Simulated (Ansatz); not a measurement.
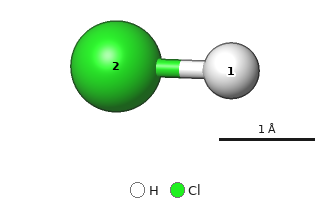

*The structure (ball-and-stick view, seen at a tilt; atoms are numbered from 1 in the order of the input).*

# Single-point calculation, with input and output: HCl

System: HCl.
Method: RKS PBE-QIDH (frozen core)/def2-TZVPP (Ansatz 0.2.0).

The geometry comes from this level: PBE0-D4/def2-TZVP.

**The program's output**
```
Functional definition: PBE-QIDH
  name "PBE-QIDH"
  cite "Brémond, Sancho-García, Pérez-Jiménez & Adamo, J. Chem. Phys. 141, 031101 (2014) doi:10.1063/1.4890314"
  cite "Perdew, Burke & Ernzerhof, Phys. Rev. Lett. 77, 3865 (1996) doi:10.1103/PhysRevLett.77.3865"
  parameter a = 3^(-1/3)
  parameter c = 1/3
  exchange = (1 - a)*pbe_x + a*exact_x
  correlation = (1 - c)*pbe_c + c*(mp2_os + mp2_ss)
322 factors; integrals over basis functions are off by at most 1.4e-3 eV
mean field evaluation 1: about -12530.7540 eV, gradient 9.4e0 eV
mean field evaluation 2: about -12530.7538 eV, gradient 9.4e0 eV
mean field evaluation 4: about -12531.0308 eV, gradient 7.4e-1 eV
mean field evaluation 8: about -12531.0330 eV, gradient 1.3e-2 eV
mean field evaluation 16: about -12531.0330 eV, gradient 2.4e-6 eV
mean field -12531.03300324 eV, -460.5069690298 hartree, gradient 2.4e-6 eV, S^2 0.000000; 0 other end points of the search recorded, 0 dependent functions left out
5 core orbitals not correlated: weight in the atoms' cores, before any rotation towards them, 1.000 or more for the frozen orbitals, at most 0.000 for the correlated occupied ones
reference -12531.03300961 eV, -460.5069692639 hartree; 4, 4 occupied and 47, 47 virtual orbitals, 322 factors
second order -6.22512223 eV of doubles, -0.00000000 eV of singles
Total energy: -12533.10805035 eV, -460.5832256047 hartree
```

The run was set up as follows.

**Input**
```yaml
crystal:
  periodic: [false, false, false]
  atoms:
    - {symbol: H, position_ang: [-1.951096, 1.620404, 0.956284]}
    - {symbol: Cl, position_ang: [-1.167967, 2.283785, 0.193510]}
basis:
  gaussian: {orbitals: def2-TZVPP}
hamiltonian: {xc: {name: PBE-QIDH}}
```

Run as:
```bash
ansatz run in.yaml --threads 8 --pin off --events-out ev --progress --plain --max-ram 19148MiB
```

**Results in brief**

| quantity | value |
| --- | --- |
| outcome | converged |
| total energy | −12533.1081 eV |
| mean-field energy | −12531.0330 eV |
| SCF solution under orbital rotations | stable |
| hardware | 8 threads of Arm Neoverse V2, 23 GiB of memory available, shared host |
| peak memory | 0.58 GiB |
